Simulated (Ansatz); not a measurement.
Molecular dynamics of CH7ClGe

CH7ClGe, set up with RKS PBE0-D4/def2-SVP (Ansatz 0.2.0).

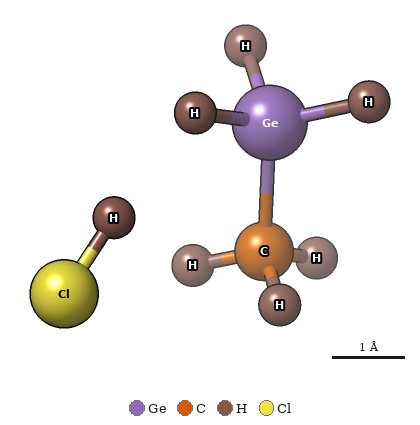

Fig. 1: The structure as given in the input (ball-and-stick view, seen at a tilt). Sticks mark near contacts. Bond lengths as drawn: Cl–H 1.29 Å, C–Ge 1.95 Å, C–H 1.09 Å and Ge–H 1.54 to 1.55 Å.

## Input
```yaml
crystal:
  periodic: [false, false, false]
  atoms:
    - {symbol: Ge, position_ang: [-0.161817, -0.054670, -1.161402]}
    - {symbol: C, position_ang: [0.570796, -0.995718, 0.380088]}
    - {symbol: H, position_ang: [-0.774052, 1.297684, -0.716961]}
    - {symbol: H, position_ang: [0.929304, 0.258573, -2.198024]}
    - {symbol: H, position_ang: [-1.283980, -0.863997, -1.831454]}
    - {symbol: H, position_ang: [-0.751787, 1.831928, 1.116054]}
    - {symbol: Cl, position_ang: [-0.666522, 2.060914, 2.378433]}
    - {symbol: H, position_ang: [-0.212676, -1.191432, 1.112732]}
    - {symbol: H, position_ang: [1.002671, -1.946200, 0.064518]}
    - {symbol: H, position_ang: [1.348062, -0.397080, 0.855916]}
basis:
  gaussian: {orbitals: def2-SVP}
hamiltonian: {xc: pbe0, dispersion: d4}
md: {n_steps: 30, timestep: -0.5, temperature: 500, ensemble: nve, seed: 858, initial_velocities: maxwell_boltzmann}
```

Run on 3 CPU threads, shared host.

Command:
```bash
ansatz run in.yaml --threads 3 --pin off --events-out ev --progress --plain --max-ram 6092MiB
```

## Output
```
Error: invalid value for `md.timestep`: must be finite and > 0; got -0.5 fs
```

## Outcome

```json
{"quantity": "outcome", "value": "refused by the program"}
```

This input holds a deliberate fault: negative timestep. The program refused the input: “invalid value for `md.timestep`: must be finite and > 0; got -0.5 fs”
